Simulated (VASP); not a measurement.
**A VASP study of ReB2 (r2SCAN + rVV10): structure first, properties next**

Wanted: the relaxed cell of ReB2 and its properties. The steps: full relaxation (r2SCAN + rVV10), single point with fields (r2SCAN + rVV10), bands along the symmetry lines (r2SCAN + rVV10), density of states (r2SCAN + rVV10), volume scan with r2SCAN + rVV10, fit for r2SCAN + rVV10, optical spectrum (r2SCAN + rVV10) and band structure (r2SCAN + rVV10), changed input. The start is a cell from a database of measured crystal structures.

Main program and level: VASP 6.6.1; r2SCAN with rVV10; plane waves and PAW (Re, B).

**1. Starting point**

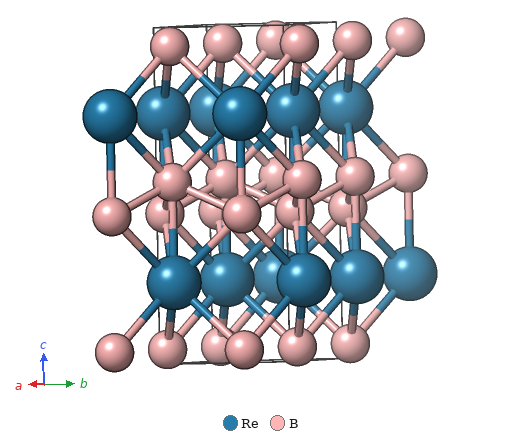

The cell as given, slightly off an axis (rhenium blue, boron pink). 3×2×1 cells are drawn.

**2. Full relaxation (r2SCAN + rVV10)**

The start need not lie at this functional's minimum. ISIF = 3 frees volume, shape and positions, and EDIFFG sets the threshold on forces and stress at which the search stops. r2SCAN adds the kinetic-energy density, costs more than a GGA and is run with LASPH. LUSE_VDW switches on a nonlocal correlation term for dispersion.

Input file INCAR:

```
SYSTEM = ReB2
PREC = Accurate
ENCUT = 420
EDIFF = 1E-06
NELM = 100
ISMEAR = 0
SIGMA = 0.05
LREAL = .FALSE.
ALGO = Normal
METAGGA = R2SCAN
LUSE_VDW = .TRUE.
IVDW_NL = 2
BPARAM = 11.95
CPARAM = 0.0093
LASPH = .TRUE.
NBANDS = 19
LORBIT = 11
LWAVE = .FALSE.
LCHARG = .FALSE.
KPAR = 4
IBRION = 2
NSW = 60
ISIF = 3
EDIFFG = -0.01
```

Input file POSCAR:

```
ReB2
1.0
    2.9000000000      0.0000000000      0.0000000000
   -1.4500000000      2.5114736710      0.0000000000
    0.0000000000      0.0000000000      7.4780000000
Re B
2 4
Direct
    0.3333333333      0.6666666667      0.2500000000
    0.6666666667      0.3333333333      0.7500000000
    0.3333333333      0.6666666667      0.5480000000
    0.6666666667      0.3333333333      0.0480000000
    0.3333333333      0.6666666667      0.9520000000
    0.6666666667      0.3333333333      0.4520000000
```

Input file KPOINTS:

```
Automatic mesh
0
Gamma
8 8 3
0 0 0
```

The projector-augmented-wave data sets are Re and B (PBE family, release 64).

On the command line:

```sh
mpirun -np 4 vasp_std
```

What it wrote:

```text
[banner, memory and clock lines left out]
running    4 mpi-ranks, on    1 nodes
 distrk:  each k-point on    1 cores,    4 groups
 distr:  one band on    1 cores,    1 groups

 POSCAR found type information on POSCAR ReB
 POSCAR found :  2 types and       6 ions
|                                                                             |
|               ----> ADVICE to this user running VASP <----                  |
|                                                                             |
|     You have switched on vdW-DFT.                                           |
|     This routine was written and supplied by Jiri Klimes. We recommend      |
|     that you carefully read and cite the following publications:            |
|       J. Klimes, D.R. Bowler, A. Michelides                                 |
|          J. Phys.: Cond Matt. 22 022201 (2010)                              |
|       J. Klimes, D.R. Bowler, A. Michelides                                 |
|          Phys. Rev. B. 83, 195131 (2011)                                    |
|     and references therein.                                                 |
|                                                                             |

|                                                                             |
|               ----> ADVICE to this user running VASP <----                  |
|                                                                             |
|     You enforced a specific xc type in the INCAR file but a different       |
|     [... a line on the potential file left out ...]
|     I HOPE YOU KNOW WHAT YOU ARE DOING!                                     |
|                                                                             |

 LDA part: xc-table for (None), standard interpolation
 POSCAR, INCAR and KPOINTS ok, starting setup
 FFT: planning ... GRIDC
 FFT: planning ... GRID_SOFT
 FFT: planning ... GRID
 WAVECAR not read
 entering main loop
       N       E                     dE             d eps       ncg     rms          rms(c)
Total rVV10 correction in eV:      0.2846825    35.8663179
Total rVV10 correction in eV:      0.2846825    35.8663179
Total rVV10 correction in eV:      0.2846825    35.8663179
Total rVV10 correction in eV:      0.2846825    35.8663179
DAV:   1    -0.248878206895E+02   -0.24888E+02   -0.11737E+04  1504   0.145E+03
DAV:   2    -0.138517274911E+03   -0.11363E+03   -0.10737E+03  1453   0.416E+02
DAV:   3    -0.144075064851E+03   -0.55578E+01   -0.54166E+01  1387   0.914E+01
DAV:   4    -0.144213857483E+03   -0.13879E+00   -0.12699E+00  1400   0.878E+00
DAV:   5    -0.144217281390E+03   -0.34239E-02   -0.33906E-02  1360   0.136E+00    0.585E+01
Total rVV10 correction in eV:      0.2660290    35.8663179
Total rVV10 correction in eV:      0.2660290    35.8663179
Total rVV10 correction in eV:      0.2660290    35.8663179
Total rVV10 correction in eV:      0.2660290    35.8663179
DAV:   6    -0.136760016186E+03    0.74573E+01   -0.30512E+01  1488   0.964E+01    0.105E+01
Total rVV10 correction in eV:      0.2662786    35.8663180
Total rVV10 correction in eV:      0.2662786    35.8663180
Total rVV10 correction in eV:      0.2662786    35.8663180
Total rVV10 correction in eV:      0.2662786    35.8663180
DAV:   7    -0.136664839917E+03    0.95176E-01   -0.21978E+00  1448   0.285E+01    0.132E+01
Total rVV10 correction in eV:      0.2654347    35.8663180
Total rVV10 correction in eV:      0.2654347    35.8663180
Total rVV10 correction in eV:      0.2654347    35.8663180
Total rVV10 correction in eV:      0.2654347    35.8663180
DAV:   8    -0.136630614514E+03    0.34225E-01   -0.17161E-01  1392   0.389E+00    0.102E+00
Total rVV10 correction in eV:      0.2651488    35.8663180
Total rVV10 correction in eV:      0.2651488    35.8663180
Total rVV10 correction in eV:      0.2651488    35.8663180
Total rVV10 correction in eV:      0.2651488    35.8663180
DAV:   9    -0.136621732994E+03    0.88815E-02   -0.15844E-02  1312   0.301E+00    0.425E-01
Total rVV10 correction in eV:      0.2654090    35.8663180
Total rVV10 correction in eV:      0.2654090    35.8663180
Total rVV10 correction in eV:      0.2654090    35.8663180
Total rVV10 correction in eV:      0.2654090    35.8663180
DAV:  10    -0.136621674901E+03    0.58093E-04   -0.93670E-04  1344   0.483E-01    0.467E-02
Total rVV10 correction in eV:      0.2654804    35.8663180
Total rVV10 correction in eV:      0.2654804    35.8663180
Total rVV10 correction in eV:      0.2654804    35.8663180
Total rVV10 correction in eV:      0.2654804    35.8663180
DAV:  11    -0.136621686185E+03   -0.11284E-04   -0.72766E-05  1360   0.142E-01    0.143E-02
Total rVV10 correction in eV:      0.2655196    35.8663180
Total rVV10 correction in eV:      0.2655196    35.8663180
Total rVV10 correction in eV:      0.2655196    35.8663180
Total rVV10 correction in eV:      0.2655196    35.8663180
DAV:  12    -0.136621686204E+03   -0.18668E-07   -0.34593E-06   800   0.461E-02
Total rVV10 correction in eV:      0.2655254    35.8663180
Total rVV10 correction in eV:      0.2655254    35.8663180
Total rVV10 correction in eV:      0.2655254    35.8663180
Total rVV10 correction in eV:      0.2655254    35.8663180
Total rVV10 correction in eV:      0.2655257    35.8663180
Total rVV10 correction in eV:      0.2655257    35.8663180
Total rVV10 correction in eV:      0.2655257    35.8663180
Total rVV10 correction in eV:      0.2655257    35.8663180
   1 F= -.13662169E+03 E0= -.13661989E+03  d E =-.136622E+03
 curvature:   0.00 expect dE= 0.000E+00 dE for cont linesearch  0.000E+00
 trial: gam= 0.00000 g(F)=  0.250E-05 g(S)=  0.819E-03 ort = 0.000E+00 (trialstep = 0.100E+01)
 search vector abs. value=  0.821E-03
 bond charge predicted
       N       E                     dE             d eps       ncg     rms          rms(c)
Total rVV10 correction in eV:      0.2658694    35.8663180
Total rVV10 correction in eV:      0.2658694    35.8663180
Total rVV10 correction in eV:      0.2658694    35.8663180
Total rVV10 correction in eV:      0.2658694    35.8663180
DAV:   1    -0.136621904105E+03   -0.21792E-03   -0.71401E-02  1022   0.117E+01    0.849E-01
Total rVV10 correction in eV:      0.2663527    35.8663180
Total rVV10 correction in eV:      0.2663527    35.8663180
Total rVV10 correction in eV:      0.2663527    35.8663180
Total rVV10 correction in eV:      0.2663527    35.8663180
DAV:   2    -0.136621488815E+03    0.41529E-03   -0.19454E-03  1349   0.124E+00    0.230E-01
Total rVV10 correction in eV:      0.2666247    35.8663180
Total rVV10 correction in eV:      0.2666247    35.8663180
Total rVV10 correction in eV:      0.2666247    35.8663180
Total rVV10 correction in eV:      0.2666247    35.8663180
DAV:   3    -0.136621401487E+03    0.87328E-04   -0.18438E-04  1344   0.159E-01    0.712E-02
Total rVV10 correction in eV:      0.2667693    35.8663180
Total rVV10 correction in eV:      0.2667693    35.8663180
Total rVV10 correction in eV:      0.2667693    35.8663180
Total rVV10 correction in eV:      0.2667693    35.8663180
DAV:   4    -0.136621384293E+03    0.17194E-04   -0.34512E-05  1306   0.551E-02    0.592E-03
Total rVV10 correction in eV:      0.2667732    35.8663180
Total rVV10 correction in eV:      0.2667732    35.8663180
Total rVV10 correction in eV:      0.2667732    35.8663180
Total rVV10 correction in eV:      0.2667732    35.8663180
DAV:   5    -0.136621384388E+03   -0.95450E-07   -0.90282E-07   600   0.182E-02
Total rVV10 correction in eV:      0.2667838    35.8663180
Total rVV10 correction in eV:      0.2667838    35.8663180
Total rVV10 correction in eV:      0.2667838    35.8663180
Total rVV10 correction in eV:      0.2667838    35.8663180
Total rVV10 correction in eV:      0.2667768    35.8663180
Total rVV10 correction in eV:      0.2667768    35.8663180
Total rVV10 correction in eV:      0.2667768    35.8663180
Total rVV10 correction in eV:      0.2667768    35.8663180
   2 F= -.13662138E+03 E0= -.13661959E+03  d E =0.301815E-03
 trial-energy change:    0.000302  1 .order    0.000269   -0.000821    0.001360
 step:   0.3560(harm=  0.3765)  dis= 0.00006  next Energy=  -136.621831 (dE=-0.145E-03)
 bond charge predicted
       N       E                     dE             d eps       ncg     rms          rms(c)
Total rVV10 correction in eV:      0.2665557    35.8663180
Total rVV10 correction in eV:      0.2665557    35.8663180
Total rVV10 correction in eV:      0.2665557    35.8663180
Total rVV10 correction in eV:      0.2665557    35.8663180
DAV:   1    -0.136622007027E+03   -0.62273E-03   -0.30167E-02  1007   0.764E+00    0.545E-01
Total rVV10 correction in eV:      0.2662466    35.8663180
Total rVV10 correction in eV:      0.2662466    35.8663180
Total rVV10 correction in eV:      0.2662466    35.8663180
Total rVV10 correction in eV:      0.2662466    35.8663180
DAV:   2    -0.136621854225E+03    0.15280E-03   -0.79358E-04  1359   0.787E-01    0.146E-01
Total rVV10 correction in eV:      0.2660741    35.8663180
Total rVV10 correction in eV:      0.2660741    35.8663180
Total rVV10 correction in eV:      0.2660741    35.8663180
Total rVV10 correction in eV:      0.2660741    35.8663180
DAV:   3    -0.136621829714E+03    0.24511E-04   -0.73211E-05  1341   0.997E-02    0.457E-02
Total rVV10 correction in eV:      0.2659808    35.8663180
Total rVV10 correction in eV:      0.2659808    35.8663180
Total rVV10 correction in eV:      0.2659808    35.8663180
Total rVV10 correction in eV:      0.2659808    35.8663180
DAV:   4    -0.136621828514E+03    0.11999E-05   -0.13984E-05  1241   0.358E-02    0.393E-03
Total rVV10 correction in eV:      0.2659789    35.8663180
Total rVV10 correction in eV:      0.2659789    35.8663180
Total rVV10 correction in eV:      0.2659789    35.8663180
Total rVV10 correction in eV:      0.2659789    35.8663180
DAV:   5    -0.136621828690E+03   -0.17565E-06   -0.33853E-07   548   0.112E-02
Total rVV10 correction in eV:      0.2659719    35.8663180
Total rVV10 correction in eV:      0.2659719    35.8663180
Total rVV10 correction in eV:      0.2659719    35.8663180
Total rVV10 correction in eV:      0.2659719    35.8663180
Total rVV10 correction in eV:      0.2659763    35.8663180
Total rVV10 correction in eV:      0.2659763    35.8663180
Total rVV10 correction in eV:      0.2659763    35.8663180
Total rVV10 correction in eV:      0.2659763    35.8663180
   3 F= -.13662183E+03 E0= -.13662004E+03  d E =-.142486E-03
 curvature:  -0.19 expect dE=-0.709E-05 dE for cont linesearch -0.409E-06
 trial: gam=-0.00552 g(F)=  0.180E-05 g(S)=  0.359E-04 ort = 0.423E-04 (trialstep = 0.871E+00)
 search vector abs. value=  0.373E-04
 reached required accuracy - stopping structural energy minimisation
```

It took 84 s on 4 MPI ranks of Intel Xeon Platinum 8488C (Sapphire Rapids), shared host; peak memory 0.96 GiB; 5 min of CPU time.

Lines that name or quote the potential files are left out of all logs, and their timing lines are given in words.

Parts of OUTCAR (step 2):

```text
ion  position               nearest neighbor table
   1  0.333  0.667  0.250-   3 2.23   5 2.23   4 2.26   6 2.26   4 2.26   6 2.26   4 2.26   6 2.26

  LATTYP: Found a hexagonal cell.
 ALAT       =     2.9000000000
 C/A-ratio  =     2.5786206897

 Subroutine GETGRP returns: Found 24 space group operations
 (whereof 12 operations were pure point group operations)

The static configuration has the point symmetry D_3d.
 The point group associated with its full space group is D_6h.

 Found     20 irreducible k-points:

   k-points           NKPTS =     20   k-points in BZ     NKDIM =     20   number of bands    NBANDS=     19

   dimension x,y,z NGX =    20 NGY =   20 NGZ =   50
   dimension x,y,z NGXF=    40 NGYF=   40 NGZF=  100

   ENCUT  =  420.0 eV  30.87 Ry    5.56 a.u.   4.85  4.85 12.50*2*pi/ulx,y,z

   NELECT =      26.0000    total number of electrons

 k-points in reciprocal lattice and weights: Automatic mesh
   0.00000000  0.00000000  0.00000000       0.005
   0.12500000  0.00000000  0.00000000       0.031
   0.25000000  0.00000000  0.00000000       0.031
   0.37500000  0.00000000  0.00000000       0.031
   0.50000000  0.00000000  0.00000000       0.016
   0.12500000  0.12500000  0.00000000       0.031
   0.25000000  0.12500000  0.00000000       0.062
   0.37500000  0.12500000  0.00000000       0.062
   0.25000000  0.25000000  0.00000000       0.031
[...]
0.25000000  0.25000000  0.33333333       0.062
   0.37500000  0.25000000  0.33333333       0.062

 average (electrostatic) potential at core
       1 -44.9637       2 -44.9637       3 -25.7329       4 -25.7329       5 -25.7329
       6 -25.7329

 E-fermi :   8.0267

 k-point     1 :       0.0000    0.0000    0.0000
  band No.  band energies     occupation
    ...
      8       5.1890      2.00000
      9       5.5281      2.00000
     10       5.5281      2.00000
     11       5.7020      2.00000
     12       5.7020      2.00000
     13       8.1015      0.03441
     14       8.1015      0.03441
     15      10.5148      0.00000
     16      10.5148      0.00000
     17      12.1772      0.00000
    ...

 k-point     2 :       0.1250    0.0000    0.0000
  band No.  band energies     occupation
    ...
     10       5.4487      2.00000
     11       5.6153      2.00000
     12       6.0702      2.00000
     13       7.1974      2.00000
     14       7.9184      1.99781
     15       9.8569      0.00000
     16      10.0874      0.00000
     17      12.9687      0.00000
     18      13.3317      0.00000
     19      13.5894      0.00000

 k-point     3 :       0.2500    0.0000    0.0000
  band No.  band energies     occupation
    ...
     10       4.8434      2.00000
     11       5.9695      2.00000
     12       6.0482      2.00000
     13       7.4569      2.00000
     14       7.5226      2.00000
     15       9.2114      0.00000
     16       9.7207      0.00000
     17      13.3703      0.00000
     18      13.3730      0.00000
     19      14.4745      0.00000

  Total        0.0245211      0.0245211     -0.0571398      0.0000000     -0.0000000      0.0000000
  in kB        0.7202508      0.7202508     -1.6783503      0.0000000     -0.0000000      0.0000000
  external PRESSURE =      -0.0792829 kB  Pullay stress =       0.0000000 kB

  energy-cutoff  :      420.00
  volume of cell :       54.55
      direct lattice vectors                 reciprocal lattice vectors
     2.901784025  0.000000000  0.000000000     0.344615585  0.198963901  0.000000000
    -1.450892012  2.513018682  0.000000000     0.000000000  0.397927802  0.000000000
     0.000000000 -0.000000000  7.480078508     0.000000000 -0.000000000  0.133688436

 POSITION                                       TOTAL-FORCE (eV/Angst)
 -----------------------------------------------------------------------------------
     -0.00000      1.67535      1.87002         0.000000     -0.000000      0.000000
      1.45089      0.83767      5.61006        -0.000000      0.000000      0.000000
     -0.00000      1.67535      4.09914        -0.000000     -0.000000      0.003058
      1.45089      0.83767      0.35911         0.000000     -0.000000      0.003058
     -0.00000      1.67535      7.12097        -0.000000      0.000000     -0.003058
      1.45089      0.83767      3.38093         0.000000      0.000000     -0.003058
 -----------------------------------------------------------------------------------
    total drift:                               -0.000000      0.000000     -0.000000

  FREE ENERGIE OF THE ION-ELECTRON SYSTEM (eV)
  ---------------------------------------------------
  free  energy   TOTEN  =      -136.6218286900 eV

  energy  without entropy=     -136.6182418479  energy(sigma->0) =     -136.62003527

 reached required accuracy - stopping structural energy minimisation

 total charge
# of ion       s       p       d       tot
------------------------------------------
    1        0.567   0.796   5.030   6.393
    2        0.567   0.796   5.030   6.393
    3        0.696   1.269   0.000   1.965
    4        0.696   1.269   0.000   1.965
    5        0.696   1.269   0.000   1.965
    6        0.696   1.269   0.000   1.965
--------------------------------------------------
tot          3.919   6.668  10.060  20.647

[... 3 further parts left out ...]
```

CONTCAR:

```
ReB2
   1.00000000000000
     2.9017840245604676    0.0000000000000000    0.0000000000000000
    -1.4508920122802338    2.5130186815903865    0.0000000000000000
     0.0000000000000000   -0.0000000000000000    7.4800785083301387
  Re              B
     2     4
Direct
     0.3333333332999970    0.6666666667000030    0.2500000000000000
     0.6666666667000030    0.3333333332999970    0.7500000000000000
     0.3333333332999970    0.6666666667000030    0.5480082846157774
     0.6666666667000030    0.3333333332999970    0.0480082846157774
     0.3333333332999970    0.6666666667000030    0.9519917153842226
     0.6666666667000030    0.3333333332999970    0.4519917153842226
```

The k-mesh is coarse for a metal. The PAW data sets were made with PBE, which is usual practice but a small mismatch for other functionals. The data set Re keeps the semicore shell frozen, which is cheaper and a little less accurate. The run keeps the 24 symmetry operations of its start, so it cannot find a distortion of lower symmetry.

Little changed from the start: no atom moved by 0.005 Å and no cell edge by 0.1 %.

Numbers from this step:

| Property | Result |
| --- | --- |
| electrons | 26 |
| bands | 19 |
| irreducible k-points | 20 |
| symmetry operations | 24 |
| free energy (TOTEN) | -136.6218 eV |
| energy at zero smearing | -136.6200 eV |
| Fermi energy | 8.027 eV |
| pressure | -0.007928 GPa |
| metallic | yes |
| SCF cycles over all ionic steps | 22 |

It ends with a largest force of 0.003 eV/Å and a pressure of -0.01 GPa. The volume lies +0.2 % from that of the database's start.

[end of part 1 of 6]

[Lines on the potential files, build, host, timing and source positions are cut from VASP's logs without a mark.]

[Logs are printed without paths, hosts, clocks, repeated set-up lines and the standing remarks that a program may print on its own settings, such as how far it seeks lower states.]

[Hosts, paths, dates, database ids (printed as entryN), source tags and the programs' standing remarks are cut or masked in the printed files.]

[A measured line is paired with the nearest computed mode of its activity, which favours agreement.]
